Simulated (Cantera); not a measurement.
Input: 1 mol n-butane, 0.5 mol O2, at 25.0 bar.

These are equilibrium values from Cantera (NASA tables, ideal gas, pure condensed phases), not measurements of a reactor. Candidate condensed phases: C, C6H6, C7H8, C8H18, H2O; 110 gas species. Equilibrium is a limit: real reactors are often held back by kinetics, nucleation or transport.

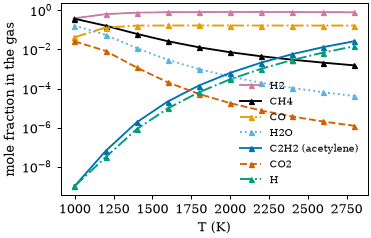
*Equilibrium gas composition (values under 1e-9 drawn at 1e-9)*

From 998 K to 2798 K the condensed part is C(graphite). The main C-bearing gas is CH4 at 998 K and CO at 2798 K. The share of C in condensed phases is highest at 1998 K (73.8 %) and lowest at 998 K (57.7 %).
